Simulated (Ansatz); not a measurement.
TaAs (NbAs type, space group I4_1md)

```yaml
crystal:
  lattice:
    - [-1.72095, 1.72095, 5.85613]
    - [1.72095, -1.72095, 5.85613]
    - [1.72095, 1.72095, -5.85613]
  atoms:
    - { symbol: Ta, position: [0.99928, 0.99928, 0.00000] }
    - { symbol: Ta, position: [0.74928, 0.24928, 0.50000] }
    - { symbol: As, position: [0.41672, 0.41672, 0.00000] }
    - { symbol: As, position: [0.16672, 0.66672, 0.50000] }
```

This relaxed cell (volume V₀) is scaled evenly in all directions, its shape held. The atoms relax within the cell's symmetry.

Level of theory: r2SCAN (plane waves to 500 eV, PAW, scalar-relativistic; Ansatz, a program for electronic structure). k mesh 19×19×19 (Γ-centred), Fermi-Dirac smearing 0.05 eV. The energy includes the smearing's −TS. With the shape held, the modulus is that of even scaling; a crystal free to change shape is softer. At this level the bands of TaAs touch or barely overlap. Spin-orbit coupling is left out, though Ta is heavy. TaAs is run without spin polarisation. TaAs was relaxed with its symmetry unable to fall. ΔE is measured from the relaxed starting cell.

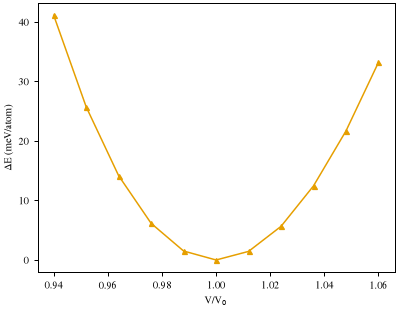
*ΔE (meV/atom) against V/V₀; markers are the computed points, lines only join them.*

Task: What is ΔE at V/V₀ = 0.940?

Result: About 41 meV/atom.

Task: What is ΔE at V/V₀ = 1.060?

Result: About 33 meV/atom.

Task: What bulk modulus at fixed cell shape B₀ follows from a third-order Birch-Murnaghan fit?

Result: About 190 GPa.

(A scan under strain: stresses follow from slopes of the energy per volume, elastic moduli from its curvatures.)
